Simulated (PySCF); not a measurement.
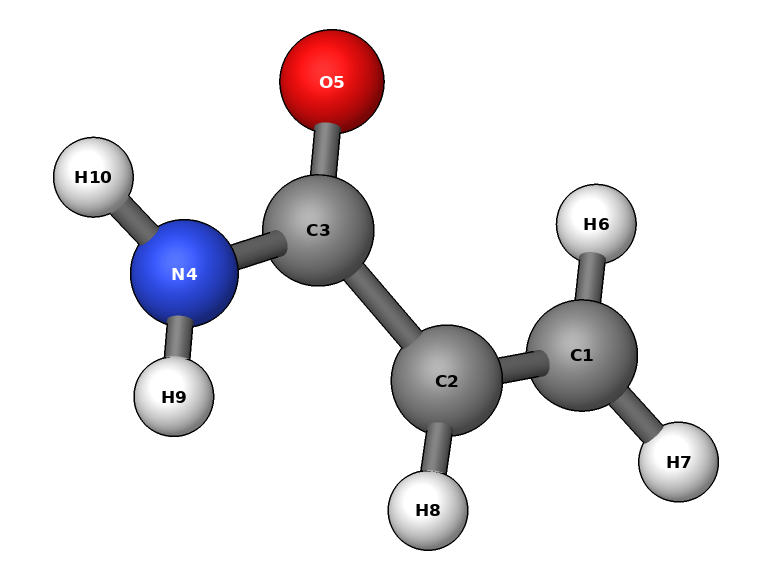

The computed structure is the end point of a PBE0-D3(BJ)/def2-SVP optimisation. No frequency run is at hand to confirm it as a minimum. Properties computed with GIAO PBE0/cc-pVTZ NMR shielding, non-relativistic, gas phase (PySCF 2.14.0). Principal shieldings σ11 ≤ σ22 ≤ σ33, span Ω = σ33 − σ11, skew κ = 3(σiso − σ22)/Ω.

> Which C atom has the most anisotropic shielding?

C1, with a span of 250 ppm.

Give the shielding tensors of the C atoms.

```tsv
atom	σ11	σ22	σ33	σiso	Ω	κ
C1	−73.4	48.2	176.7	50.5	250.1	0.03
C2	−61.9	75.2	147.1	53.5	209.0	−0.31
C3	−65.9	39.6	98.9	24.2	164.8	−0.28
```

Shieldings and span in ppm.
